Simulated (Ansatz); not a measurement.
The figure comes from a scan of Ti (hcp, Mg type): volume and axial ratio are varied about the relaxed values (subscript 0). Level of theory: PBE (plane waves to 420 eV, PAW, scalar-relativistic; Ansatz, a quantum-chemistry and plane-wave program). k mesh 18×18×10 (Γ-centred), Fermi-Dirac smearing 0.05 eV. Energies are smeared free energies. With partly filled bands, the response to shear is sensitive to the k mesh, so small differences along c/a are uncertain. The PAW data are Ansatz's earlier set. Ti is run without spin polarisation. Ti was relaxed with its symmetry unable to fall. ΔE is measured from the relaxed starting cell.

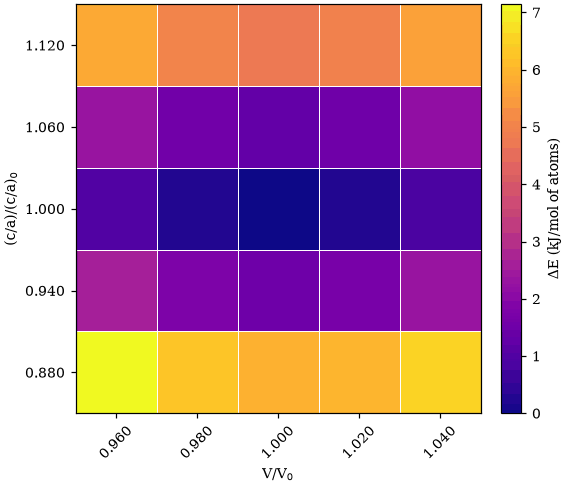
*ΔE (kJ/mol of atoms), one tile a computed point.*

Problem. List the plotted points as numbers.

Solution. To the nearest 1:

ΔE (kJ/mol of atoms), with V/V₀ across and (c/a)/(c/a)₀ down:

```csv
(c/a)/(c/a)₀ \ V/V₀,0.960,0.980,1.000,1.020,1.040
0.880,7,6,6,6,7
0.940,3,2,1,2,2
1.000,1,0,0,0,1
1.060,2,2,1,2,2
1.120,6,5,5,5,6
```

(Under strain, the slope of the energy per volume gives the stress and its curvature an elastic modulus.)
